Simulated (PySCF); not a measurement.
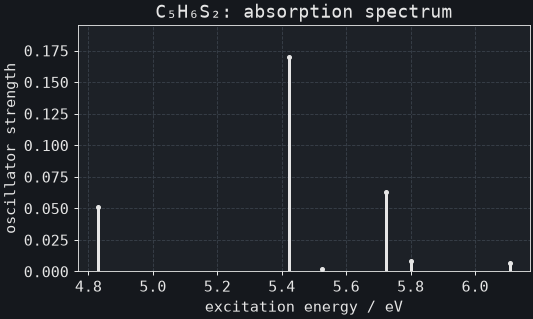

Computed absorption of C₅H₆S₂ (2-thiophenemethanethiol), SMILES SCc1cccs1. Vertical TDDFT excitations, PBE0/def2-SVPD, PySCF 2.14.0, at a GFN2-xTB geometry (no frequency check), gas phase. Only the first 6 singlet excitations are included.

Question: Does any vertical transition fall in the visible?

Answer: No singlet lies below 3.1 eV (beyond 400 nm), so at this level no vertical transition falls in the visible.

Question: Where is the lowest singlet, and is it bright?

Answer: S1 lies at 4.83 eV (257 nm) with f = 0.051, mainly HOMO → LUMO (70 %); it is bright.

Question: List the transitions behind the spectrum.

Answer:
| state | E (eV) | λ (nm) | f | main character |
| --- | --- | --- | --- | --- |
| S1 | 4.83 | 257 | 0.051 | HOMO → LUMO (70 %) |
| S2 | 5.42 | 229 | 0.170 | HOMO−1 → LUMO (57 %) |
| S3 | 5.52 | 224 | 0.002 | HOMO → LUMO+1 (81 %) |
| S4 | 5.72 | 217 | 0.063 | HOMO−2 → LUMO (79 %) |
| S5 | 5.80 | 214 | 0.008 | HOMO → LUMO+2 (58 %) |
| S6 | 6.11 | 203 | 0.007 | HOMO−1 → LUMO+1 (50 %) |

Note: the tight-binding geometry is rougher than a DFT one and adds to the error; one conformer of a flexible molecule; core orbitals are frozen in the response.
